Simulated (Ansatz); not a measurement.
## Response to strain in Sb

Start from Sb (space group R-3m, No. 166; a = 4.3263 Å, c = 11.3390 Å (hexagonal axes); layered; relaxed with 0.1 eV smearing). Axes: x lies along a and z along c of the hexagonal cell.

Strains are applied to the cell and any free atomic positions relax; under biaxial strain the out-of-plane vector relaxes too.

All numbers come from DFT with r2SCAN+rVV10, PAW potentials and a 500 eV plane-wave cutoff in Ansatz (a quantum-chemistry and plane-wave program), spin-orbit coupling left out.

Notes on the quantities. energy relative to the base: free energy F.

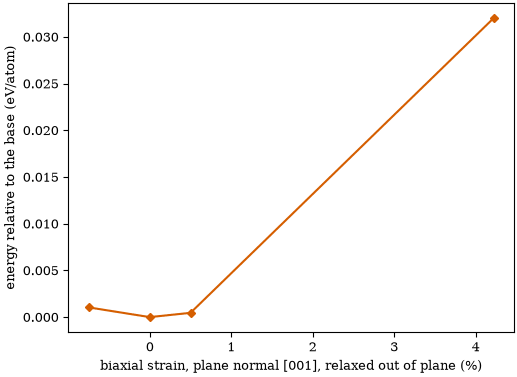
*Energy relative to the base against biaxial strain, plane normal [001], relaxed out of plane*

From the plot, what is the energy relative to the base for biaxial strain −0.75 %, plane normal [001], relaxed out of plane?

About 0.001 eV/atom.

Is the trend monotonic over the range shown?

No, it turns within the range, spanning 0 meV/atom to +32 meV/atom.

Stability against distortions was not tested.
